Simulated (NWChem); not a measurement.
# B3H3O3 (SMILES B1OBOBO1): levels of theory compared

We compute a comparison of 6 runs (HF/STO-3G, HF/3-21G, PBE0/6-31G*, SVWN5/6-31G*, M06-2X/6-31G*, B3LYP/6-31G*) of B3H3O3. 

The results are computed with NWChem 7.3.0.

1 further run of the same task is left out (set aside as unsound or not needed).

**1. Starting point**

The species is B3H3O3 (9 atoms), meant as a singlet with charge 0. As SMILES, `B1OBOBO1`. The coordinates come from a PBE0-D4/def2-TZVP relaxation. This is one conformer, not always the lowest.

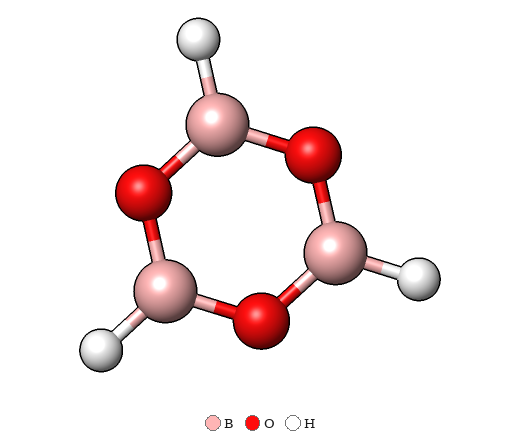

The structure, seen from a chosen angle (boron pink, oxygen red, hydrogen white).

**2. Energy and gradient at HF/STO-3G (run 1)**

Contents of struct.nw:

```
start struct
title "B3H3O3 gradient"
memory stack 880 mb heap 220 mb global 1100 mb

geometry units angstroms noautosym nocenter noautoz
B        1.301600       0.115800      -0.424700
O        0.612800      -1.053500      -0.624800
B       -0.686900      -1.172700      -0.202300
O       -1.297400      -0.115400       0.423200
B       -0.614800       1.056900       0.626900
O        0.684600       1.168900       0.201600
H        2.429300       0.216200      -0.792600
H       -1.281900      -2.188700      -0.377500
H       -1.147300       1.972500       1.170100
end

basis spherical bse
* library STO-3G
end

scf
thresh 1e-08
maxiter 80
end

task scf gradient
```

On the command line:

```bash
nwchem struct.nw > struct.out
```

The log of the run:

```text
[...]
  functions       =    33
[...]
  wavefunction    = RHF
[...]
         Total SCF energy =   -296.754479309648
      One-electron energy =   -808.970142861296
      Two-electron energy =    310.714555618868
 Nuclear repulsion energy =    201.501107932780
        Time for solution =      1.5s
[...]
                         RHF ENERGY GRADIENTS
    atom               coordinates                        gradient
                 x          y          z           x          y          z
   1 B       2.459667   0.218830  -0.802567   -0.007139  -0.000682   0.002290
   2 O       1.158024  -1.990826  -1.180701    0.005186  -0.008831  -0.005235
   3 B      -1.298053  -2.216082  -0.382292    0.003711   0.006397   0.001093
   4 O      -2.451730  -0.218074   0.799732   -0.010860  -0.000928   0.003565
   5 B      -1.161804   1.997251   1.184669    0.003302  -0.005785  -0.003420
   6 O       1.293706   2.208901   0.380969    0.005739   0.009832   0.001713
   7 H       4.590711   0.408559  -1.497797    0.017838   0.001589  -0.005815
   8 H      -2.422440  -4.136043  -0.713372   -0.009383  -0.016039  -0.002763
   9 H      -2.168083   3.727485   2.211168   -0.008394   0.014446   0.008572
[...]
```

It took 2.4 s on 1 thread of Intel Xeon 6975P-C (Granite Rapids), shared host; peak memory 0.099 GiB.

**3. Energy and forces at HF/3-21G (run 2)**

Contents of test.nw:

```
start test
title "B3H3O3 gradient"
memory total 2200 mb
geometry units angstroms noautosym nocenter noautoz
   B      1.301600     0.115800    -0.424700
   O      0.612800    -1.053500    -0.624800
   B     -0.686900    -1.172700    -0.202300
   O     -1.297400    -0.115400     0.423200
   B     -0.614800     1.056900     0.626900
   O      0.684600     1.168900     0.201600
   H      2.429300     0.216200    -0.792600
   H     -1.281900    -2.188700    -0.377500
   H     -1.147300     1.972500     1.170100
end
basis spherical bse
   * library 3-21G
end
scf
   thresh 1e-08
   maxiter 80
   print low
end
task scf gradient
```

On the command line:

```bash
nwchem test.nw > test.out
```

The log of the run:

```text
[...]
  functions       =    60
[...]
  wavefunction    = RHF
[...]
         Total SCF energy =   -299.049436719299
      One-electron energy =   -808.325897347006
      Two-electron energy =    307.775352694927
 Nuclear repulsion energy =    201.501107932780
        Time for solution =      1.7s
[...]
                         RHF ENERGY GRADIENTS
    atom               coordinates                        gradient
                 x          y          z           x          y          z
   1 B       2.459667   0.218830  -0.802567   -0.058009  -0.005209   0.018888
   2 O       1.158024  -1.990826  -1.180701   -0.000716   0.001318   0.000779
   3 B      -1.298053  -2.216082  -0.382292    0.030562   0.052237   0.009001
   4 O      -2.451730  -0.218074   0.799732    0.001632   0.000181  -0.000509
   5 B      -1.161804   1.997251   1.184669    0.027339  -0.047098  -0.027928
   6 O       1.293706   2.208901   0.380969   -0.000857  -0.001424  -0.000227
   7 H       4.590711   0.408559  -1.497797    0.008726   0.000777  -0.002842
   8 H      -2.422440  -4.136043  -0.713372   -0.004581  -0.007837  -0.001348
   9 H      -2.168083   3.727485   2.211168   -0.004097   0.007054   0.004186
 Task  times  cpu:        2.0s     wall:        2.0s
[...]
```

It took 2.6 s on 1 thread of Intel Xeon 6975P-C (Granite Rapids), shared host; peak memory 0.099 GiB.

Runs 3 to 4 aren't shown in full; the table further down has their settings and results.

**4. Energy and gradient at M06-2X/6-31G(d) (spherical functions) (run 5)**

Contents of sp.nw:

```
start sp
title "B3H3O3 gradient"
memory 2200 mb
geometry units bohr noautosym nocenter noautoz
  B   2.45966752  0.21883029 -0.80256669
  O   1.15802417 -1.99082647 -1.18070088
  B  -1.29805288 -2.21608183 -0.38229160
  O  -2.45173067 -0.21807439  0.79973210
  B  -1.16180362  1.99725154  1.18466931
  O   1.29370650  2.20890087  0.38096879
  H   4.59071167  0.40855879 -1.49779693
  H  -2.42243992 -4.13604357 -0.71337161
  H  -2.16808278  3.72748478  2.21116854
end
basis spherical bse
  B library 6-31G*
  O library 6-31G*
  H library 6-31G*
end
dft
  xc m06-2x
  grid fine
  convergence energy 1e-08
  iterations 100
  mulliken
  noprint "final vectors analysis"
end
task dft gradient
```

On the command line:

```bash
nwchem sp.nw > sp.out
```

The log of the run:

```text
[...]
          Wavefunction type:  closed shell.
          No. of atoms     :     9
          No. of electrons :    42
[...]
          Charge           :     0
          Spin multiplicity:     1
[...]
          AO basis - number of functions:    90
[...]
              XC Information
              --------------
                       M06-2X Method XC Functional
                     Hartree-Fock (Exact) Exchange  0.540
                        M06-2X Exchange Functional  1.000
                      M06-2X Correlation Potential  1.000
[...]
 d= 0,ls=0.0,diis     1   -302.0755598267 -5.04D+02  1.08D-02  1.02D+00     1.8
[...]
 d= 0,ls=0.0,diis     8   -302.2040419926 -2.03D-09  4.69D-07  5.70D-09    12.5
         Total DFT energy =     -302.204041992603
      One electron energy =     -811.535612533268
           Coulomb energy =      347.050668417995
    Exchange-Corr. energy =      -39.220191339805
 Nuclear repulsion energy =      201.501093462475
[...]
      Total Density - Mulliken Population Analysis
     ---------------------------------------------
    Atom       Charge   Shell Charges
 -----------   ------   -------------------------------------------------------
    1 B    5     4.57   2.00  0.56  1.39  0.24  0.25  0.14
    2 O    8     8.41   2.00  0.89  2.95  0.86  1.68  0.02
    3 B    5     4.57   2.00  0.56  1.39  0.24  0.25  0.14
    4 O    8     8.41   2.00  0.89  2.95  0.86  1.68  0.02
    5 B    5     4.57   2.00  0.56  1.39  0.24  0.25  0.14
    6 O    8     8.41   2.00  0.89  2.95  0.86  1.68  0.02
    7 H    1     1.02   0.52  0.50
    8 H    1     1.02   0.52  0.50
    9 H    1     1.02   0.52  0.50
[...]
  wavefunction    = closed shell
[...]
```

Run time: 17 s. Hardware: 1 thread of Intel Xeon 6975P-C (Granite Rapids), shared host; peak memory 0.12 GiB.

**5. Energy and forces at B3LYP/6-31G(d) (Cartesian functions) (run 6)**

Contents of a.xyz:

```xyz
9
B3H3O3 gradient
B      1.301600     0.115800    -0.424700
O      0.612800    -1.053500    -0.624800
B     -0.686900    -1.172700    -0.202300
O     -1.297400    -0.115400     0.423200
B     -0.614800     1.056900     0.626900
O      0.684600     1.168900     0.201600
H      2.429300     0.216200    -0.792600
H     -1.281900    -2.188700    -0.377500
H     -1.147300     1.972500     1.170100
```

Contents of a.nw:

```
START a
TITLE "B3H3O3 gradient"
memory 2200 mb
charge 0

GEOMETRY noautosym nocenter noautoz
 load format xyz a.xyz
END

BASIS cartesian
 * library 6-31G*
END

DFT
 xc b3lyp
 grid fine
 convergence energy 1e-08
 maxiter 100
 mulliken
END

TASK dft gradient
```

On the command line:

```bash
nwchem a.nw > a.out
```

The log of the run:

```text
[...]
          Wavefunction type:  closed shell.
          No. of atoms     :     9
          No. of electrons :    42
[...]
          Charge           :     0
          Spin multiplicity:     1
[...]
          AO basis - number of functions:    96
[...]
              XC Information
              --------------
                         B3LYP Method XC Potential
                     Hartree-Fock (Exact) Exchange  0.200
                        Slater Exchange Functional  0.800 local
                    Becke 1988 Exchange Functional  0.720 non-local
              Lee-Yang-Parr Correlation Functional  0.810
                  VWN I RPA Correlation Functional  0.190 local
[...]
 d= 0,ls=0.0,diis     1   -302.1835894055 -5.04D+02  1.32D-02  1.18D+00     1.6
[...]
 d= 0,ls=0.0,diis     8   -302.3190513922  3.94D-09  1.14D-06  6.37D-08    10.9
         Total DFT energy =     -302.319051392189
      One electron energy =     -811.683464454585
           Coulomb energy =      347.157631920063
    Exchange-Corr. energy =      -39.294326790447
 Nuclear repulsion energy =      201.501107932780
[...]
      Total Density - Mulliken Population Analysis
     ---------------------------------------------
    Atom       Charge   Shell Charges
 -----------   ------   -------------------------------------------------------
    1 B    5     4.64   1.99  0.56  1.42  0.27  0.26  0.14
    2 O    8     8.33   1.99  0.90  2.98  0.85  1.59  0.02
    3 B    5     4.64   1.99  0.56  1.42  0.27  0.26  0.14
    4 O    8     8.33   1.99  0.90  2.98  0.85  1.59  0.02
    5 B    5     4.64   1.99  0.56  1.42  0.27  0.26  0.14
    6 O    8     8.33   1.99  0.90  2.98  0.85  1.59  0.02
    7 H    1     1.04   0.52  0.51
    8 H    1     1.04   0.52  0.51
    9 H    1     1.04   0.52  0.51
[...]
  wavefunction    = closed shell
[...]
```

Run time: 14 s. Hardware: 1 thread of Intel Xeon 6975P-C (Granite Rapids), shared host; peak memory 0.12 GiB.

**6. All runs side by side**

```
run                                level  iteration cap  module  energy (Eh)  largest force (eV/Å)  wall time
  1                            HF/STO-3G             80     scf  -296.754479                 0.968      2.4 s
  2                             HF/3-21G             80     scf  -299.049437                 3.148      2.6 s
  3    PBE0/6-31G* (spherical functions)            100     dft  -301.955907                 0.148       14 s
  4   SVWN5/6-31G* (spherical functions)            100     dft  -299.851756                 0.345       11 s
  5  M06-2X/6-31G* (spherical functions)            100     dft  -302.204042                 0.220       17 s
  6   B3LYP/6-31G* (Cartesian functions)            100     dft  -302.319051                 0.258       14 s
```

**7. What came out**

| quantity | value |
| --- | --- |
| run 6: total energy | -302.31905 Eh |
| run 6: dipole moment | 0.00 D |
| run 6: HOMO energy | -9.19 eV |
| run 6: LUMO energy | -0.46 eV |
| run 6: HOMO–LUMO gap | 8.73 eV |
| run 6: largest force on an atom | 0.258 eV/Å |

In words: Totals of different functionals can't be ranked against each other. In run 1 the basis is minimal, so the values are rough. All runs together took 62 s, the longest 17 s.
